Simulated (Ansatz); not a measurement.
```
Rb Si Pb
1.0
     4.77942    0.00000    0.00000
    -2.38971    4.13910    0.00000
     0.00000    0.00000    5.75543
Rb Si Pb
1 1 1
Direct
  0.00000 0.00000 0.00000
  0.33333 0.66667 0.50000
  0.66667 0.33333 0.50000
```

Space group P-6m2; a structure generated by program, which may or may not match a known phase; computed without spin polarisation.

The calculation used DFT PBE, scalar-relativistic, plane waves, PAW (Ansatz 0.2.0).

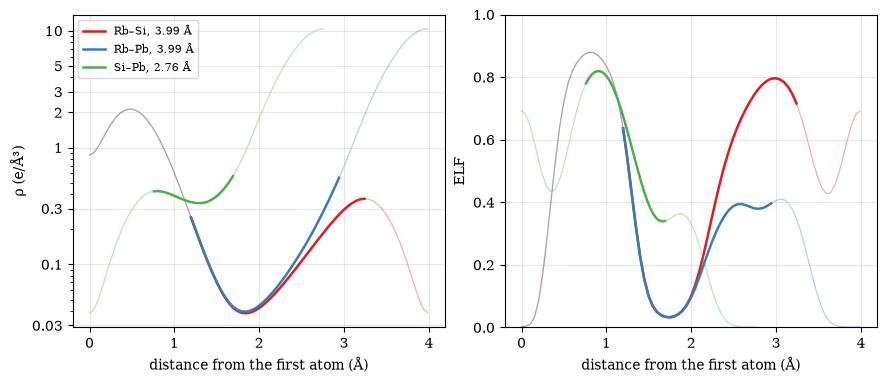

RbSiPb. Valence pseudo-density and ELF along straight lines between neighbouring atoms. Thin, pale parts lie inside the atomic spheres.

Core electrons are frozen (PAW), and the valence fields are smoothed inside the atomic spheres.

> Compare the contacts.

Rb–Si (3.99 Å): ρ is about 0.04 e/Å³ halfway; the ELF is about 0.10 at the midpoint: no shared electron pair shows on this line.
Rb–Pb (3.99 Å): ρ is about 0.04 e/Å³ halfway; the ELF is about 0.10 at the midpoint (no localised pair shows between them).
Si–Pb (2.76 Å): ρ is about 0.34 e/Å³ halfway; the ELF peaks at about 0.80 in the valence shell of Si, 0.9 Å from its nucleus, and is about 0.50 at the midpoint.
